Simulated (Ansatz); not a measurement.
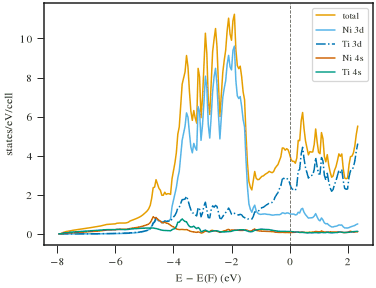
Figure: Total and projected density of states of TiNi in space group Pmma (No. 51; Ti on 2f, Ni on 2e), LDA (plane waves, PAW; program Ansatz)

Question: Which orbitals carry the states next to the Fermi level?

Answer: Within 0.5 eV of the Fermi level: Ti 3d 65 %, Ni 3d 25 %, outside the projected shells 6 %. Projections are on Löwdin-orthogonalised atomic valence shells; empty p or d shells of many metals are not among them.

Question: Where is the tallest occupied peak in this window, and what makes it?

Answer: Near -1.9 eV, about 11 states/eV per cell; the largest projected share is Ni 3d.

The first step of the workflow began from a Materials Project structure, measured or hypothetical; the Crystallography Open Database copy checked does not list it. COD files the formula under space group No. 11, 147. Its standing as an ambient phase is unchecked. The cell was relaxed with LDA under the symmetry of its start; whether a distortion lowers the energy is not shown. The run is not spin-polarised.

Potentials: the later of the program's two PAW sets.
